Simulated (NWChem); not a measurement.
# GeH3 (SMILES [GeH3]): levels of theory compared

We compute a comparison of 5 runs (UHF/def2-SVP, UB3LYP/6-31G*, UB3LYP/cc-pVDZ, U-wB97X/def2-SVP, UM06-2X/6-31G**) of GeH3. 

The calculation is run with NWChem 7.3.0.

## 1. The system as given

GeH3: 4 atoms, total charge 0, spin state doublet. As SMILES, `[GeH3]`. The coordinates come from a PBE0-D4/def2-TZVP relaxation.

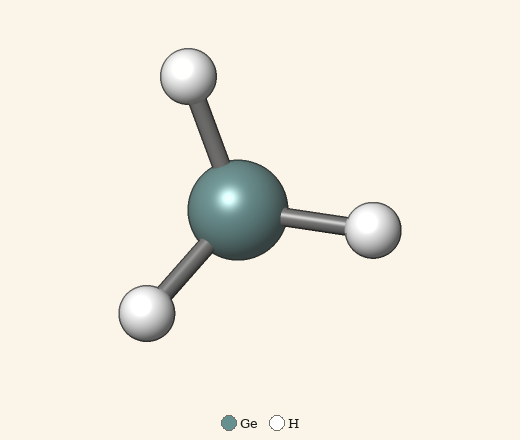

Viewed from a chosen angle; germanium teal, hydrogen white.

## 2. Energy and forces at UHF/def2-SVP (run 1)

run.py

```python
from ase import Atoms
from ase.calculators.nwchem import NWChem

system = Atoms('GeHHH', positions=[
    [0.214600, -0.125900, -0.249400],
    [1.055000, 0.109600, 1.018300],
    [-0.882800, -1.175900, -0.000100],
    [-0.386800, 1.192200, -0.768800],
])

calc = NWChem(
    label='work',
    theory='scf',
    memory='2200 mb',
    basis='def2-SVP',
    basispar='spherical bse',
    scf={'nopen': '1', 'uhf': None, 'thresh': '1e-08', 'maxiter': '80', 'print': 'low'},
)
system.calc = calc

forces = system.get_forces()
e = system.get_potential_energy()
print(f"E = {e:.6f} eV")
print("forces (eV/A):")
for s, f in zip(system.symbols, forces):
    print(f"{s:2s} {f[0]:10.5f} {f[1]:10.5f} {f[2]:10.5f}")
```

Command:

```sh
export ASE_NWCHEM_COMMAND="nwchem PREFIX.nwi > PREFIX.nwo"
python run.py
```

What it wrote:

```text
E = -56512.710306 eV
forces (eV/A):
Ge   -0.02895    0.01635    0.03296
H    -0.05944   -0.00972   -0.06813
H     0.05960    0.06952   -0.00602
H     0.02880   -0.07616    0.04119
```

The calculator wrote work.nwi:

```
title "work"

permanent_dir work

scratch_dir work

start work

geometry units angstrom nocenter noautosym noautoz
  Ge 2.1460000000000001e-01 -1.2590000000000001e-01 -2.4940000000000001e-01
  H  1.0549999999999999e+00 1.0960000000000000e-01 1.0183000000000000e+00
  H  -8.8280000000000003e-01 -1.1758999999999999e+00 -1.0000000000000000e-04
  H  -3.8679999999999998e-01 1.1921999999999999e+00 -7.6880000000000004e-01
end

memory 2200 mb

basis spherical bse noprint
   * library def2-SVP
end

scf
  nopen 1
  uhf
  thresh 1e-08
  maxiter 80
  print low
end

task scf gradient
```

work.nwo:

```text
Northwest Computational Chemistry Package (NWChem) 7.3.0
             --------------------------------------------------------

           Job information
           ---------------

    nwchem branch   = 7.3.0
    use scalapack   = T
    input           = work.nwi
    prefix          = work.
    data base       = work/work.db
    status          = startup
    nproc           =        1

           Memory information
           ------------------

    heap     =     72089600 doubles =      550.0 Mbytes
    stack    =     72089597 doubles =      550.0 Mbytes
    global   =    144179200 doubles =     1100.0 Mbytes (distinct from heap & stack)
    total    =    288358397 doubles =     2200.0 Mbytes
    verify   = yes
    hardfail = no

           Directory information
           ---------------------

  0 permanent = work
  0 scratch   = work

                                NWChem Input Module
                                -------------------

                                       work
                                       ----

[... 23 lines left out ...]
            Nuclear Dipole moment (a.u.)
[... 47 lines left out ...]
  beta  electrons =    17
  charge          =   0.00
  wavefunction    = UHF
  input vectors   = atomic
  output vectors  = work/work.movecs
  use symmetry    = F
  symmetry adapt  = F

 Forming initial guess at       0.0s

 Starting SCF solution at       0.2s

       Final UHF  results
       ------------------

         Total SCF energy =  -2076.803814975775
      One electron energy =  -2963.502414884861
      Two electron energy =    853.066504627846
 Nuclear repulsion energy =     33.632095281240

                       Sz =      0.5000
                 Sz(Sz+1) =      0.7500
                      S^2 =      0.7541

        Time for solution =      3.3s

                              NWChem Gradients Module
                              -----------------------

                         UHF ENERGY GRADIENTS

    atom               coordinates                        gradient
                 x          y          z           x          y          z
   1 Ge      0.405535  -0.237917  -0.471298    0.000563  -0.000318  -0.000641
   2 H       1.993661   0.207114   1.924308    0.001156   0.000189   0.001325
   3 H      -1.668250  -2.222129  -0.000189   -0.001159  -0.001352   0.000117
   4 H      -0.730946   2.252931  -1.452821   -0.000560   0.001481  -0.000801

 Task  times  cpu:        3.9s     wall:        3.9s
 Total times  cpu:        3.9s     wall:        3.9s
```

Wall time 5.1 s (1 thread of AMD EPYC 9R45 (Zen 5), shared host); peak memory 0.1 GiB.

## 3. Energy and gradient at UB3LYP/6-31G(d) (Cartesian functions) (run 2)

a.nw

```
start a
memory total 2200 mb
geometry units angstrom noautosym nocenter noautoz
  Ge       0.214600      -0.125900      -0.249400
  H        1.055000       0.109600       1.018300
  H       -0.882800      -1.175900      -0.000100
  H       -0.386800       1.192200      -0.768800
end
basis
  * library 6-31G*
end
dft
  xc b3lyp
  mult 2
  grid xfine
  convergence energy 1e-08
  iterations 100
  mulliken
  print low
end
task dft gradient
```

Command:

```sh
nwchem a.nw > a.out
```

What it wrote:

```text
[...]
 d= 0,ls=0.0,diis     1  -2078.4935161419 -2.11D+03  8.37D-03  2.19D-01     1.1
[...]
 d= 0,ls=0.0,diis     8  -2078.5128654350 -7.33D-09  1.07D-06  2.46D-10     6.5
[...]
         Total DFT energy =    -2078.512865435005
      One electron energy =    -2962.078816309380
           Coulomb energy =      930.034378308715
    Exchange-Corr. energy =      -80.100522715580
 Nuclear repulsion energy =       33.632095281240
[...]
      Total Density - Mulliken Population Analysis
     ---------------------------------------------
    Atom       Charge   Shell Charges
 -----------   ------   -------------------------------------------------------
    1 Ge  32    32.13   2.00  1.99  6.00  1.93  5.99  1.38  2.11  0.17  0.44  6.92  2.96  0.24
    2 H    1     0.96   0.48  0.47
    3 H    1     0.96   0.48  0.47
    4 H    1     0.96   0.48  0.47
[...]
      <S2> =      0.7510 (Exact =     0.7500)
                         DFT ENERGY GRADIENTS
    atom               coordinates                        gradient
                 x          y          z           x          y          z
   1 Ge      0.405535  -0.237917  -0.471298   -0.002777   0.001641   0.003240
   2 H       1.993661   0.207114   1.924308   -0.001314  -0.000680  -0.002943
   3 H      -1.668250  -2.222129  -0.000189    0.002535   0.001869  -0.000912
   4 H      -0.730946   2.252931  -1.452821    0.001556  -0.002831   0.000614
 Task  times  cpu:        7.5s     wall:        7.5s
 Total times  cpu:        7.6s     wall:        7.6s
```

Wall time 8.1 s (1 thread of AMD EPYC 9R45 (Zen 5), shared host); peak memory 0.12 GiB.

Runs 3 to 4 aren't shown in full; the table further down has their settings and results.

## 4. Energy and gradient at UM06-2X/6-31G(d,p) (spherical functions) (run 5)

m1.nw

```
start m1
title "GeH3 M06-2X"
memory 2200 mb

geometry noautosym nocenter noautoz
  Ge    0.214600   -0.125900   -0.249400
  H     1.055000    0.109600    1.018300
  H    -0.882800   -1.175900   -0.000100
  H    -0.386800    1.192200   -0.768800
end

basis spherical bse
  * library 6-31G**
end

dft
  xc m06-2x
  mult 2
  grid xfine
  convergence energy 1e-08
  iterations 100
  mulliken
  noprint "final vectors analysis"
end

task dft gradient
```

Command:

```sh
nwchem m1.nw > m1.out
```

What it wrote:

```text
[...]
          Wavefunction type:  spin polarized.
          No. of atoms     :     4
          No. of electrons :    35
[...]
          Charge           :     0
          Spin multiplicity:     2
[...]
          AO basis - number of functions:    47
[...]
              XC Information
              --------------
                       M06-2X Method XC Functional
                     Hartree-Fock (Exact) Exchange  0.540
                        M06-2X Exchange Functional  1.000
                      M06-2X Correlation Potential  1.000
[...]
 d= 0,ls=0.0,diis     1  -2078.4375588736 -2.11D+03  4.77D-03  2.27D-02     1.5
[...]
 d= 0,ls=0.0,diis     9  -2078.4501634217 -8.13D-09  2.64D-06  2.51D-09    11.4
[...]
         Total DFT energy =    -2078.450163421725
      One electron energy =    -2962.968425428247
           Coulomb energy =      931.032178375495
    Exchange-Corr. energy =      -80.146011650214
 Nuclear repulsion energy =       33.632095281240
[...]
      Total Density - Mulliken Population Analysis
     ---------------------------------------------
    Atom       Charge   Shell Charges
 -----------   ------   -------------------------------------------------------
    1 Ge  32    31.96   2.00  2.00  6.00  2.00  5.99  1.20  2.05  0.18  0.43  6.90  2.92  0.27
    2 H    1     1.01   0.48  0.53  0.01
    3 H    1     1.01   0.48  0.53  0.01
    4 H    1     1.01   0.48  0.53  0.01
[...]
      <S2> =      0.7528 (Exact =     0.7500)
[...]
  wavefunction    = open shell
                         DFT ENERGY GRADIENTS
    atom               coordinates                        gradient
                 x          y          z           x          y          z
   1 Ge      0.405535  -0.237917  -0.471298   -0.001032   0.000618   0.001213
   2 H       1.993661   0.207114   1.924308   -0.000637  -0.000263  -0.001223
   3 H      -1.668250  -2.222129  -0.000189    0.001047   0.000850  -0.000329
   4 H      -0.730946   2.252931  -1.452821    0.000622  -0.001205   0.000339
[...]
```

Run time: 15 s. Hardware: 1 thread of AMD EPYC 9R45 (Zen 5), shared host; peak memory 0.12 GiB.

## 5. All runs side by side

| run | level | Cartesian functions | iteration cap | energy (Eh) | ⟨S²⟩ | largest force (eV/Å) | wall time |
| --- | --- | --- | --- | --- | --- | --- | --- |
| 1 | UHF/def2-SVP | no | 80 | -2076.803815 | 0.754 | 0.092 | 5.1 s |
| 2 | UB3LYP/6-31G* (Cartesian functions) | yes | 100 | -2078.512865 | 0.751 | 0.235 | 8.1 s |
| 3 | UB3LYP/cc-pVDZ | no | 100 | -2078.763469 | 0.751 | 0.187 | 26 s |
| 4 | U-wB97X/def2-SVP | no | 100 | -2078.521225 | 0.751 | 0.024 | 16 s |
| 5 | UM06-2X/6-31G** (spherical functions) | no | 100 | -2078.450163 | 0.753 | 0.088 | 15 s |

## 6. Outcome

| quantity | value |
| --- | --- |
| run 5: total energy | -2078.45016 Eh |
| run 5: dipole moment | 0.06 D |
| run 5: ⟨S²⟩ | 0.753 |
| run 5: largest force on an atom | 0.088 eV/Å |

Over runs 3, 4, 5 the dipole moment (its size) runs from 0.03 D (UB3LYP/cc-pVDZ) to 0.06 D (UM06-2X/6-31G**). The two ends differ in method and basis. Totals of different functionals can't be ranked against each other. All runs together took 69 s, the longest 26 s.
